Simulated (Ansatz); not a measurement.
# [B2H5]− (SMILES B[BH3-]): levels of theory compared

Aim: a comparison of 6 runs (UHF/STO-3G, B2PLYP/STO-3G, B3LYP/STO-3G, UB3LYP/STO-3G, r2SCAN/STO-3G, CCSD/STO-3G) of [B2H5]−. 

The results are computed with Ansatz 0.2.0.

1 further run of the same task is left out (set aside as unsound or not needed).

## (1) The molecule

The species is [B2H5]− (7 atoms), meant as a singlet with charge -1. As SMILES, `B[BH3-]`. The H4–B1 distance was set to 3.008 Å, away from the relaxed value. At this shape a bond of the SMILES string is far longer than usual.

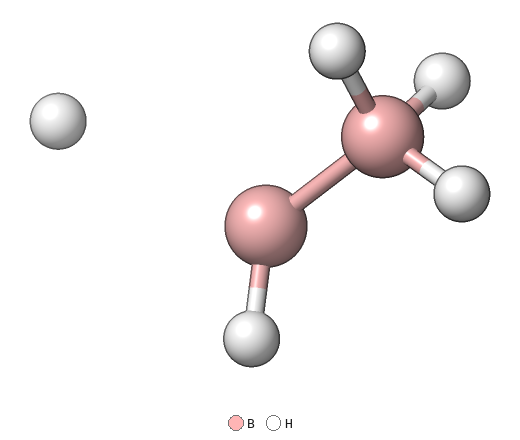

The structure, seen from a chosen angle (boron pink, hydrogen white).

## (2) The energy at UHF/STO-3G (run 1)

Input file molecule.yaml:

```yaml
crystal:
  periodic: [false, false, false]
  atoms:
    - symbol: B
      position_ang: [1.434492, 0.483331, 0.199658]
    - symbol: B
      position_ang: [1.104572, 1.910451, -0.624072]
    - symbol: H
      position_ang: [2.486632, 0.168611, 0.694298]
    - symbol: H
      position_ang: [-0.606320, -1.678230, 0.657480]
    - symbol: H
      position_ang: [0.692952, 1.668501, -1.769752]
    - symbol: H
      position_ang: [0.182282, 2.527031, -0.067232]
    - symbol: H
      position_ang: [2.052292, 2.701891, -0.738532]
basis:
  gaussian:
    orbitals: STO-3G
total_charge: -1
magnetization:
  spin_polarized: true
  initial_magnetization: 0
hamiltonian:
  xc: hf
accuracy: high
```

Started as:

```sh
$ ansatz run molecule.yaml --threads 1 --pin off --max-ram 2610MiB --events-out events.jsonl --progress --plain --runs-dir runs
```

Standard output:

```text
Warning: RAYON_NUM_THREADS=1 ignored (pool sized by the plan → 1); use --threads N
Functional definition: HF
  name "HF"
  exchange = exact_x
  correlation = 0
251 factors; integrals over basis functions are off by at most 2.6e-8 eV
mean field evaluation 1: about -1387.7474 eV, gradient 1.5e1 eV
mean field evaluation 2: about -1387.7825 eV, gradient 1.5e1 eV
mean field evaluation 4: about -1391.6603 eV, gradient 4.4e0 eV
mean field evaluation 8: about -1391.9945 eV, gradient 3.1e-4 eV
mean field evaluation 16: about -1394.9210 eV, gradient 3.8e0 eV
mean field evaluation 32: about -1393.5491 eV, gradient 3.3e0 eV
mean field -1395.52704729 eV, -51.2846730659 hartree, gradient 2.6e-8 eV, S^2 0.977563; 1 other end points of the search recorded, 0 dependent functions left out
reference -1395.52704729 eV, -51.2846730659 hartree; 8, 8 occupied and 7, 7 virtual orbitals, 251 factors
Total energy: -1395.52704729 eV, -51.2846730659 hartree
```

It took 0.12 s on 1 thread of Arm Neoverse V1, shared host.

## (3) The energy at B2PLYP/STO-3G (run 2)

Input file job.yaml:

```yaml
crystal:
  periodic: [false, false, false]
  atoms:
    - {symbol: B, position_ang: [1.434492, 0.483331, 0.199658]}
    - {symbol: B, position_ang: [1.104572, 1.910451, -0.624072]}
    - {symbol: H, position_ang: [2.486632, 0.168611, 0.694298]}
    - {symbol: H, position_ang: [-0.606320, -1.678230, 0.657480]}
    - {symbol: H, position_ang: [0.692952, 1.668501, -1.769752]}
    - {symbol: H, position_ang: [0.182282, 2.527031, -0.067232]}
    - {symbol: H, position_ang: [2.052292, 2.701891, -0.738532]}
basis:
  gaussian: {orbitals: STO-3G}
correlation: {frozen_orbitals: {B: 1, H: 0}}
hamiltonian: {xc: {name: B2PLYP}}
accuracy: high
total_charge: -1
```

Started as:

```sh
$ ansatz run job.yaml --threads 1 --pin off --max-ram 2610MiB --events-out events.jsonl --progress --plain --runs-dir runs
```

Standard output, shortened:

```text
Warning: RAYON_NUM_THREADS=1 ignored (pool sized by the plan → 1); use --threads N
Functional definition: B2PLYP
  name "B2PLYP"
[...]
251 factors; integrals over basis functions are off by at most 2.6e-8 eV
[...]
mean field -1401.63546591 eV, -51.5091533094 hartree, gradient 3.8e-8 eV, S^2 0.000000; 0 other end points of the search recorded, 0 dependent functions left out; unrestricted orbitals would lower it
2 core orbitals not correlated: weight in the atoms' cores, before any rotation towards them, 1.000 or more for the frozen orbitals, at most 0.000 for the correlated occupied ones
reference -1401.63548580 eV, -51.5091540407 hartree; 6, 6 occupied and 7, 7 virtual orbitals, 251 factors
second order -6.30255116 eV of doubles, -0.00000000 eV of singles
Total energy: -1403.33717462 eV, -51.5716899511 hartree
```

It took 1.3 s on 1 thread of Arm Neoverse V1, shared host; peak memory 0.096 GiB.

Run 3 isn't shown in full; the table further down has it.

## (4) A single-point energy at UB3LYP/STO-3G (run 4)

Input file run.yaml:

```yaml
crystal:
  periodic: [false, false, false]
  atoms:
    - {symbol: B, position_ang: [1.434492, 0.483331, 0.199658]}
    - {symbol: B, position_ang: [1.104572, 1.910451, -0.624072]}
    - {symbol: H, position_ang: [2.486632, 0.168611, 0.694298]}
    - {symbol: H, position_ang: [-0.606320, -1.678230, 0.657480]}
    - {symbol: H, position_ang: [0.692952, 1.668501, -1.769752]}
    - {symbol: H, position_ang: [0.182282, 2.527031, -0.067232]}
    - {symbol: H, position_ang: [2.052292, 2.701891, -0.738532]}
basis:
  gaussian: {orbitals: STO-3G}
total_charge: -1
magnetization: {spin_polarized: true}
hamiltonian: {xc: {name: B3LYP}}
accuracy: high
```

Started as:

```sh
$ ansatz run run.yaml --threads 1 --pin off --max-ram 2610MiB --events-out events.jsonl --progress --plain --runs-dir runs
```

Standard output:

```text
Warning: RAYON_NUM_THREADS=1 ignored (pool sized by the plan → 1); use --threads N
Functional definition: B3LYP
  name "B3LYP"
  parameter a0 = 0.2
  parameter ax = 0.72
  parameter ac = 0.81
  exchange = (1 - a0 - ax)*slater_x + ax*b88_x + a0*exact_x
  correlation = (1 - ac)*vwn_rpa_c + ac*lyp_c
251 factors; integrals over basis functions are off by at most 2.6e-8 eV
mean field evaluation 1: about -1401.3666 eV, gradient 1.4e1 eV
mean field evaluation 2: about -1379.2978 eV, gradient 3.7e1 eV
mean field evaluation 4: about -1407.0753 eV, gradient 5.4e0 eV
mean field evaluation 8: about -1407.3963 eV, gradient 3.7e-1 eV
mean field evaluation 16: about -1407.3283 eV, gradient 1.0e-3 eV
mean field evaluation 32: about -1408.1261 eV, gradient 2.9e-6 eV
mean field -1408.12607283 eV, -51.7476787144 hartree, gradient 1.9e-8 eV, S^2 0.730995; 3 other end points of the search recorded, 0 dependent functions left out
reference -1408.12610333 eV, -51.7476798354 hartree; 8, 8 occupied and 7, 7 virtual orbitals, 251 factors
Total energy: -1408.12610333 eV, -51.7476798354 hartree
```

Run time: 4.2 s. Hardware: 1 thread of Arm Neoverse V1, shared host; peak memory 0.13 GiB.

Run 5 isn't shown in full; the table further down has it.

## (5) The energy at CCSD/STO-3G (run 6)

Input file in.yaml:

```yaml
crystal:
  periodic: [false, false, false]
  atoms:
    - symbol: B
      position_ang: [1.434492, 0.483331, 0.199658]
    - symbol: B
      position_ang: [1.104572, 1.910451, -0.624072]
    - symbol: H
      position_ang: [2.486632, 0.168611, 0.694298]
    - symbol: H
      position_ang: [-0.606320, -1.678230, 0.657480]
    - symbol: H
      position_ang: [0.692952, 1.668501, -1.769752]
    - symbol: H
      position_ang: [0.182282, 2.527031, -0.067232]
    - symbol: H
      position_ang: [2.052292, 2.701891, -0.738532]
basis:
  gaussian: {orbitals: STO-3G}
total_charge: -1
correlation: {method: ccsd, frozen_orbitals: {B: 1, H: 0}}
accuracy: high
scf: {omitted_lower_state_checks: [cluster_reference, increment]}
```

Started as:

```sh
$ ansatz run in.yaml --threads 1 --pin off --max-ram 2610MiB --events-out events.jsonl --progress --plain --runs-dir runs
```

Standard output:

```text
Warning: RAYON_NUM_THREADS=1 ignored (pool sized by the plan → 1); use --threads N
[... 11 lines left out ...]
2 core orbitals not correlated: weight in the atoms' cores, before any rotation towards them, 1.000 or more for the frozen orbitals, at most 0.000 for the correlated occupied ones
[... 33 lines left out ...]
WARN: these amplitudes may be one of several solutions (largest doubles amplitude 0.79, level shift 7.49 eV)
Total energy: -1398.11181170 eV, -51.3796614056 hartree
Checks for a lower state left out: cluster_reference, increment
```

Wall time 0.12 s (1 thread of Arm Neoverse V1, shared host).

## (6) All runs side by side

```
run          level  frozen core orbitals  energy (Eh)  wall time
  1     UHF/STO-3G                     –   -51.284673     0.12 s
  2  B2PLYP/STO-3G                     2   -51.571690      1.3 s
  3   B3LYP/STO-3G                     –   -51.718362      1.1 s
  4  UB3LYP/STO-3G                     –   -51.747680      4.2 s
  5  r2SCAN/STO-3G                     –   -51.661285      2.3 s
  6    CCSD/STO-3G                     2   -51.379661     0.12 s
```

## (7) What came out

| quantity | value |
| --- | --- |
| run 6: total energy | -51.37966 Eh |
| run 6: correlation energy (2 core orbitals frozen) | -225.1 mEh |
| run 6: T1 diagnostic | 0.108 |

What this shows: Totals of different functionals can't be ranked against each other. In run 6 the T1 diagnostic is large, so a single reference may not serve. In runs 2, 6 the log says that unrestricted orbitals would lower the reference, so the values rest on an unstable closed-shell determinant (other closed-shell runs at this shape may share the fault). In runs 1, 2, 3, 4, 5, 6 the basis is minimal, so the values are rough. Spin contamination of the reference: run 1 ⟨S²⟩ = 0.98, run 4 ⟨S²⟩ = 0.73. Where it is this large, the reference is a mixture of spin states, and values that rest on it are in doubt. All runs together took 9.1 s, the longest 4.2 s.
